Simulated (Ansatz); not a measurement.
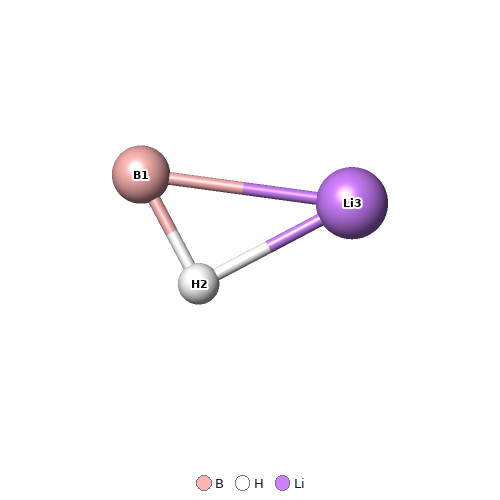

The system is B + HLi, spin multiplicity 2; the picture shows the reference structure. Coordinates scanned: (1) distance B1–H2; (2) distance H2–Li3. Nothing is relaxed (the angle B1–H2–Li3 is fixed at 90 degrees). The grid has 13 × 13 points. Points are written as (first, second). Energies are in eV, from the lowest grid point. In part of the range the unrestricted reference is strongly spin-contaminated. Theory: UHF-CCSD(T), frozen core/def2-TZVPD in Ansatz.

Its coordinates:

```csv
atom,x (Å),y (Å),z (Å)
B,-1.2500,0.0000,0.0000
H,0.0000,0.0000,0.0000
Li,0.0000,1.7510,0.0000
```

Range: distance B1–H2 from 0.920 to 2.920 Å; distance H2–Li3 from 1.272 to 3.272 Å.

**What landscape does the calculation give?**

The lowest grid point is at (1.250 Å, 1.751 Å). It is the only kind of minimum in the scanned range. The highest grid point, (2.920 Å, 3.272 Å), lies 3.64 eV above the lowest. Round the minimum the valley is somewhat tilted: raising distance B1–H2 shifts the best value of distance H2–Li3 downwards (coupling k₁₂/√(k₁₁k₂₂) about 0.2).

```tsv
distance H2–Li3 ↓, distance B1–H2 →	0.920	0.999	1.115	1.250	1.399	1.561	1.732	1.912	2.101	2.296	2.498	2.706	2.920
3.272	2.29	1.39	0.75	0.58	0.76	1.14	1.61	2.10	2.57	3.00	3.36	3.57	3.64
3.058	2.23	1.35	0.70	0.53	0.71	1.09	1.54	2.01	2.46	2.86	3.16	3.31	3.38
2.850	2.17	1.29	0.65	0.48	0.64	1.00	1.44	1.88	2.29	2.64	2.87	3.02	3.12
2.648	2.10	1.22	0.58	0.40	0.55	0.89	1.30	1.71	2.09	2.38	2.61	2.76	2.86
2.453	2.02	1.14	0.50	0.31	0.44	0.75	1.13	1.51	1.86	2.13	2.34	2.49	2.60
2.264	1.95	1.06	0.41	0.20	0.31	0.59	0.94	1.30	1.62	1.88	2.08	2.23	2.33
2.084	1.91	1.01	0.33	0.10	0.18	0.43	0.76	1.09	1.39	1.64	1.84	1.99	2.09
1.913	1.91	0.99	0.29	0.02	0.07	0.30	0.60	0.91	1.20	1.45	1.64	1.78	1.88
1.751	2.01	1.06	0.31	0.00	0.02	0.22	0.49	0.79	1.07	1.31	1.49	1.63	1.73
1.602	2.22	1.23	0.43	0.08	0.06	0.23	0.48	0.76	1.03	1.26	1.45	1.58	1.68
1.467	2.44	1.47	0.69	0.29	0.22	0.36	0.59	0.86	1.12	1.34	1.52	1.66	1.75
1.351	2.76	1.76	0.97	0.64	0.52	0.62	0.83	1.08	1.33	1.55	1.73	1.87	1.96
1.272	3.14	2.11	1.29	0.93	0.85	0.92	1.11	1.35	1.59	1.81	1.99	2.12	2.21
```

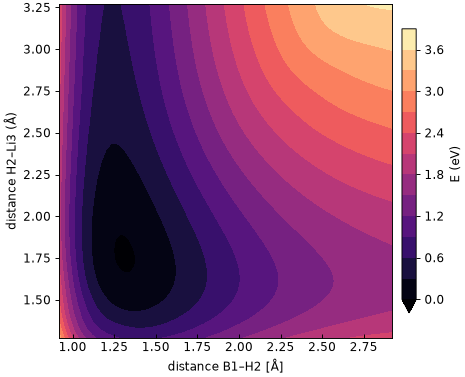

The picture shows filled contours. Between grid points the surface is interpolated.

The whole map (169 points run) took 32 min on 1 thread of Arm Neoverse V2 (shared host).
